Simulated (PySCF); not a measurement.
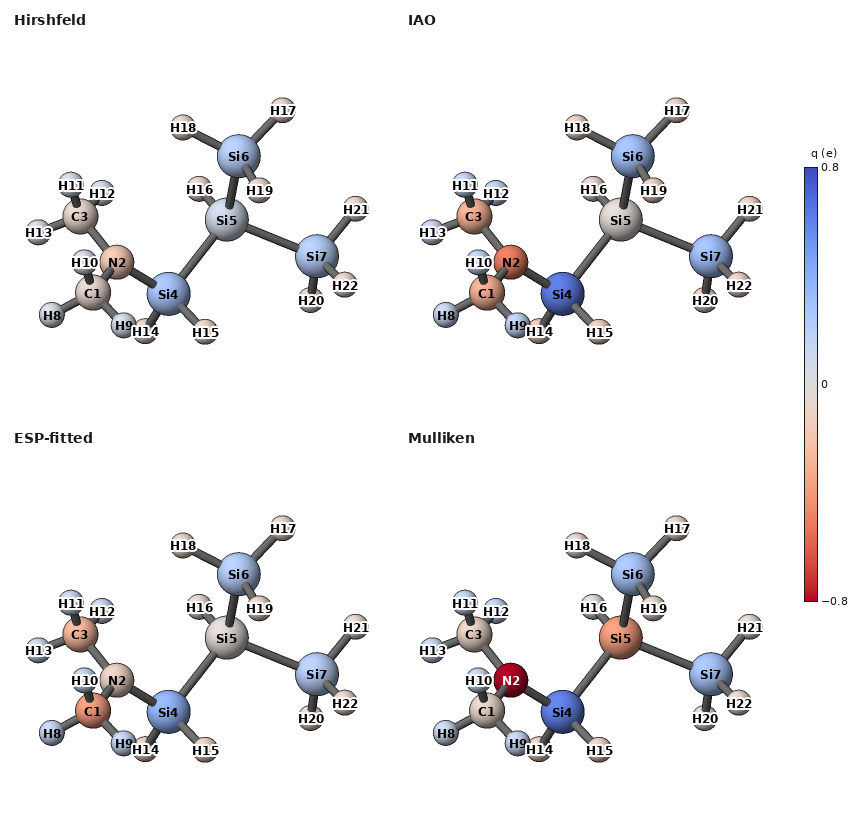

Atomic charges of one calculation by 4 schemes, on one colour scale. Computed geometry: PBE0-D3(BJ)/def2-SVP optimisation. No frequency run is at hand to confirm it as a minimum. Method: PBE0/pcSseg-1 in chloroform (IEF-PCM) (PySCF 2.14.0).

### On which atom do the schemes disagree most?

On N2 (from −0.80 to −0.10 e).

List the charges (e), one line for each set of equivalent atoms.

```csv
atom,Hirshfeld,IAO,ESP-fitted,Mulliken
C1,−0.07,−0.29,−0.37,−0.08
N2,−0.17,−0.50,−0.10,−0.80
C3,−0.07,−0.29,−0.25,−0.10
Si4,0.27,0.61,0.35,0.59
Si5,0.08,−0.03,−0.03,−0.38
Si6,0.20,0.29,0.21,0.26
Si7,0.21,0.30,0.20,0.27
H8,0.03,0.12,0.13,0.10
H9,0.05,0.15,0.13,0.13
H10,0.04,0.14,0.12,0.12
H11,0.04,0.14,0.11,0.12
H12,0.04,0.14,0.10,0.15
H13,0.03,0.12,0.09,0.11
H14,−0.10,−0.15,−0.12,−0.09
H15,−0.08,−0.11,−0.09,−0.08
H16,−0.07,−0.07,−0.04,0.02
H17,−0.08,−0.10,−0.07,−0.06
H18,−0.07,−0.09,−0.08,−0.06
H19,−0.07,−0.10,−0.08,−0.06
H20,−0.07,−0.09,−0.06,−0.05
H21,−0.07,−0.09,−0.06,−0.05
H22,−0.07,−0.09,−0.07,−0.06
```
